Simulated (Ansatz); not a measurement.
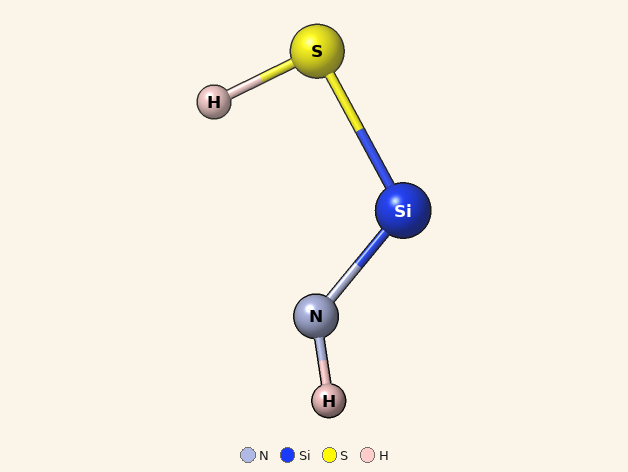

All atoms lie in one plane, which faces the viewer. The species is neutral and a spin doublet. The computed structure is the end point of a PBE-D4/def2-SVP optimisation. No frequency run is at hand to confirm it as a minimum.

Question: List the symmetry elements and name the point group.

Answer: It has 1 mirror plane, so the point group is Cs. The group has 2 operations. The geometry is achiral, and symmetry allows a dipole moment.
